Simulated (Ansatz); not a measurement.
## Electronic structure of F2GeH2 in real space

```xyz
5

Ge   -0.0332    0.0581    0.0477
H     0.0334   -0.0576    1.5861
F     1.6040    0.0044   -0.5637
H    -0.7360    1.2756   -0.5912
F    -0.8052   -1.3865   -0.5640
```

These are results of Ansatz 0.2.0, RKS PBE/def2-SVP, not measurements.

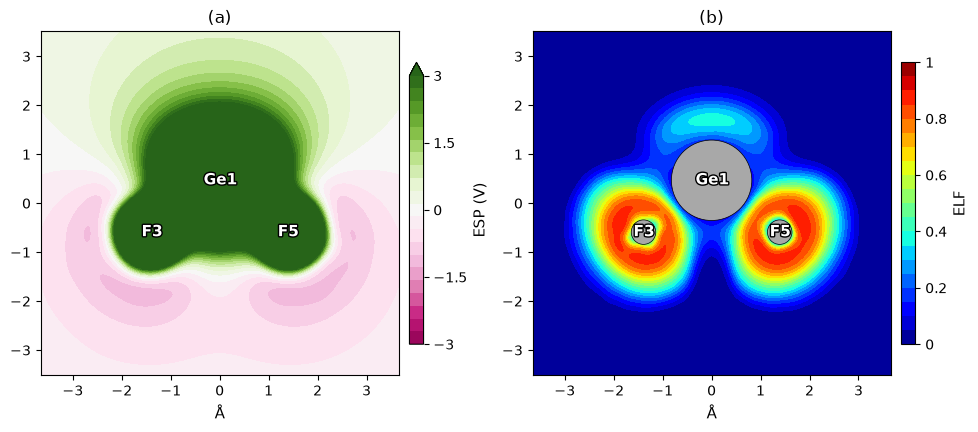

Figure 1. (a) molecular electrostatic potential; (b) electron localisation function on the plane of atoms F3, Ge1 and F5. Grey discs cover the atomic cores in the ELF map.

Interpret the plot.

Answer.
- Atoms in the plane: Ge and F.
- Ge–F (1.75 Å): the ELF peaks at about 0.80 in the valence shell of F, 0.5 Å from its nucleus, and is about 0.25 at the midpoint.
- The ELF also peaks beside F3 and F5, away from the bonds: lone-pair regions.
- Outside the dense part of the molecule the potential is most negative (−1.1 V) near F3 and F5.

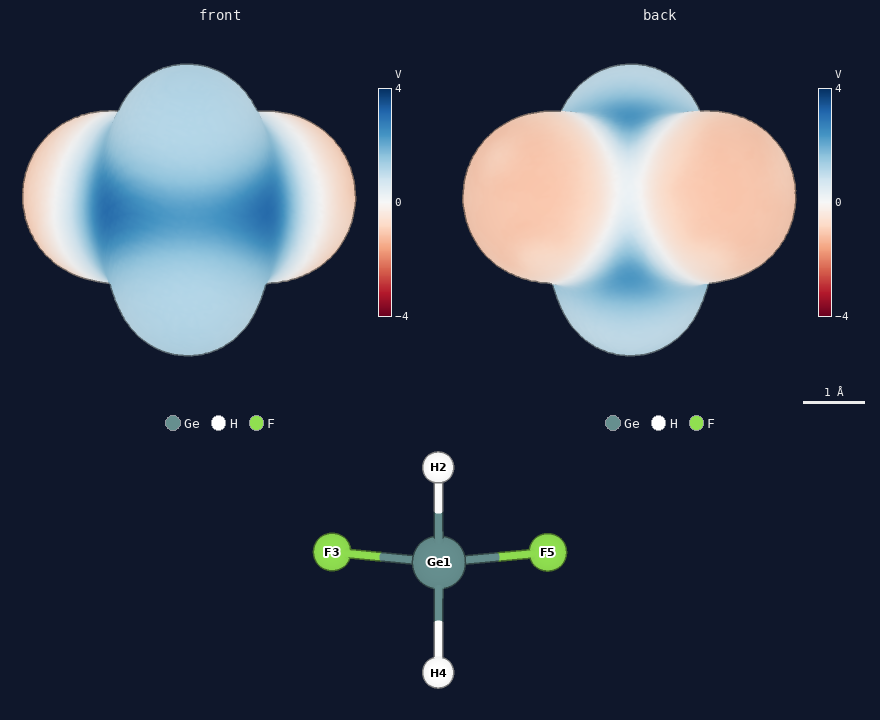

Figure 2. The molecular electrostatic potential painted on the density surface at 0.004 e/bohr³, seen from the front and from behind; red is negative and blue positive. The bare structure is drawn below in the same view.

Describe the electrostatic potential map.

Answer. The most negative region (about −1.1 V) lies over F3 and F5, the most positive (about +3.0 V) over Ge1.

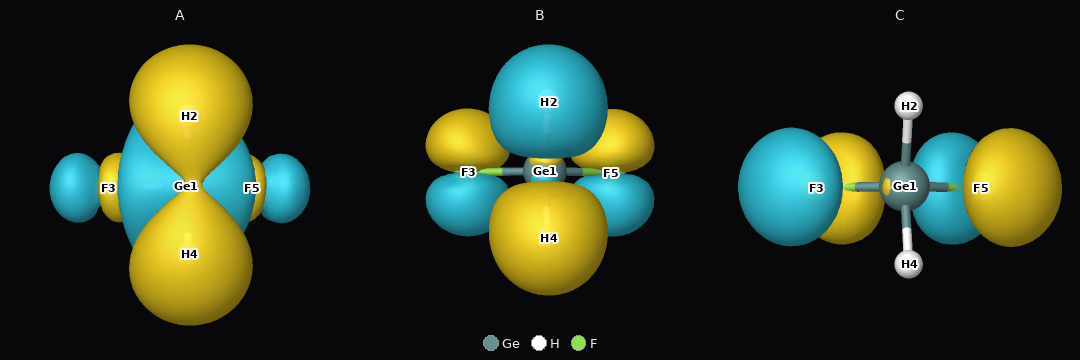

Figure 3. Three frontier orbitals at ±0.08 Å⁻³ᐟ² (yellow and cyan are the two phases), in no order.

Order the three orbitals by energy and name them.

Answer. C is the HOMO−1 (−8.97 eV). Its weight (Hirshfeld) is mainly on F3 (about 45 %) and F5 (about 45 %); largely a combination of lone pairs on F3 and F5. B is the HOMO (−8.23 eV). It lies mainly on F3 (about 25 %), F5 (about 25 %), Ge1 (about 20 %), H2 (about 15 %) and H4 (about 15 %). A is the LUMO (−0.67 eV). It lies mainly on Ge1 (about 45 %), F3 (about 15 %), F5 (about 15 %), H2 (about 15 %) and H4 (about 15 %).

What is the HOMO–LUMO gap?

Answer. 7.56 eV between the orbital energies.
